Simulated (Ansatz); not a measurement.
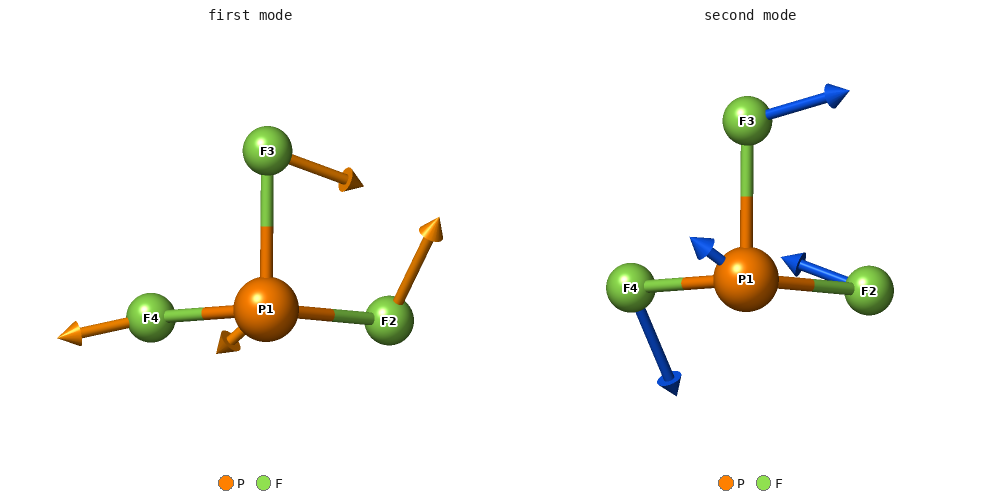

The system is F₃P, charge −1, spin multiplicity 2; the picture shows the reference structure; its two panels give the patterns of the first and the second mode as arrows. The first coordinate is: normal mode 1 (321 cm⁻¹, of the parent); the second: normal mode 2 (321 cm⁻¹, of the parent). Nothing is relaxed (straight displacements along the two mass-weighted modes). The grid has 15 × 15 points. At 25 points there is no value. Points are written as (first, second). All energies are given in eV relative to the lowest grid point. Near the degeneracy a single determinant is a rough description. Level of theory: UKS PBE0-D4/def2-SVPD (Ansatz 0.2.0).

Its coordinates:

| atom | x (Å) | y (Å) | z (Å) |
| --- | --- | --- | --- |
| P | -0.0048 | 0.0046 | 0.6049 |
| F | 1.3916 | -0.0302 | -0.1905 |
| F | -0.6686 | 1.2166 | -0.2162 |
| F | -0.7183 | -1.1910 | -0.1983 |

Range: normal mode 1 (321 cm⁻¹, of the parent) from −2.335 to 2.335 amu½·Å; normal mode 2 (321 cm⁻¹, of the parent) from −2.335 to 2.335 amu½·Å.

> What will the energy surface look like?

The lowest grid point is at (2.335 amu½·Å, −2.335 amu½·Å). It lies at the edge of the scanned range, so the true minimum may lie outside. The energy also falls towards the edge at (−2.335 amu½·Å, −1.001 amu½·Å) (0.12 eV above the lowest) and (0.667 amu½·Å, 2.335 amu½·Å) (0.13 eV above the lowest), where a further well may lie outside the range. The highest grid point, (−2.335 amu½·Å, 2.335 amu½·Å), lies 2.54 eV above the lowest.

| second ↓, first → | −2.335 | −2.001 | −1.668 | −1.334 | −1.001 | −0.667 | −0.334 | 0.000 | 0.334 | 0.667 | 1.001 | 1.334 | 1.668 | 2.001 | 2.335 |
| --- | --- | --- | --- | --- | --- | --- | --- | --- | --- | --- | --- | --- | --- | --- | --- |
| 2.335 | 2.54 | 2.00 | 1.53 | 1.14 | 0.82 | 0.57 | 0.37 | 0.23 | 0.15 | 0.13 | 0.18 | 0.30 | 0.52 | 0.83 | 1.28 |
| 2.001 | 2.07 | – | 1.30 | – | 0.75 | – | 0.40 | – | 0.23 | 0.22 | 0.27 | 0.39 | 0.59 | 0.89 | 1.31 |
| 1.668 | 1.66 | 1.35 | 1.09 | 0.87 | 0.69 | 0.55 | 0.44 | 0.36 | 0.32 | 0.31 | 0.36 | 0.47 | 0.65 | 0.93 | 1.32 |
| 1.334 | 1.29 | 1.08 | 0.91 | – | 0.66 | – | 0.50 | – | 0.41 | – | 0.45 | – | 0.70 | – | 1.30 |
| 1.001 | 0.97 | 0.84 | 0.75 | 0.68 | 0.63 | 0.59 | 0.56 | 0.54 | 0.52 | 0.51 | 0.53 | 0.60 | 0.73 | 0.94 | 1.25 |
| 0.667 | 0.70 | – | 0.61 | 0.60 | 0.60 | – | 0.64 | 0.64 | 0.62 | – | 0.59 | 0.63 | 0.73 | 0.90 | 1.16 |
| 0.334 | 0.48 | 0.47 | 0.49 | 0.53 | 0.58 | 0.64 | 0.71 | 0.75 | 0.71 | 0.65 | 0.61 | 0.62 | 0.69 | 0.82 | 1.03 |
| 0.000 | 0.31 | – | 0.39 | 0.46 | 0.55 | 0.64 | 0.75 | – | 0.75 | – | 0.60 | – | 0.61 | 0.70 | 0.87 |
| −0.334 | 0.19 | 0.25 | 0.33 | 0.41 | 0.51 | 0.61 | 0.71 | 0.75 | 0.71 | 0.62 | 0.55 | 0.51 | 0.51 | 0.57 | 0.70 |
| −0.667 | 0.13 | – | 0.29 | 0.39 | 0.49 | 0.58 | 0.64 | 0.66 | 0.62 | 0.55 | 0.47 | 0.42 | 0.40 | 0.43 | 0.52 |
| −1.001 | 0.12 | 0.21 | 0.31 | 0.41 | 0.50 | 0.57 | 0.61 | 0.61 | 0.56 | 0.48 | 0.40 | 0.33 | 0.29 | 0.29 | 0.35 |
| −1.334 | 0.19 | – | 0.38 | – | 0.55 | – | 0.62 | – | 0.54 | 0.45 | 0.35 | 0.27 | 0.20 | – | 0.20 |
| −1.668 | 0.34 | 0.43 | 0.53 | 0.61 | 0.67 | 0.70 | 0.70 | 0.65 | 0.56 | 0.45 | 0.34 | 0.23 | 0.15 | 0.09 | 0.09 |
| −2.001 | 0.58 | 0.68 | 0.76 | 0.83 | 0.87 | – | 0.84 | 0.76 | 0.65 | 0.52 | 0.38 | – | 0.13 | 0.05 | 0.02 |
| −2.335 | 0.94 | 1.03 | 1.11 | 1.16 | 1.18 | 1.15 | 1.08 | 0.97 | 0.82 | 0.65 | 0.48 | 0.32 | 0.18 | 0.07 | 0.00 |

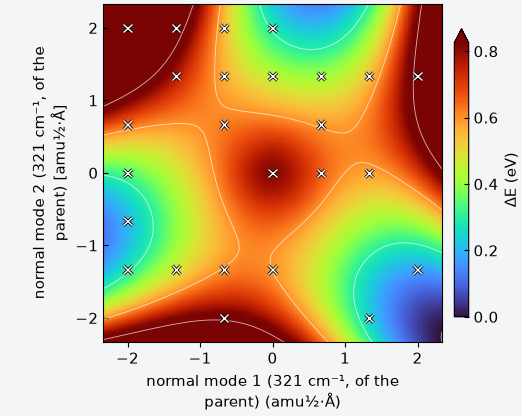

Drawn: a smooth colour map with a few white contour lines, crosses at grid points without a value, one colour for all values above the top of the scale. Between grid points the surface is interpolated.

Time for the 200 points that were run: 19 min on 1 thread of Arm Neoverse V1, with other jobs on the host.
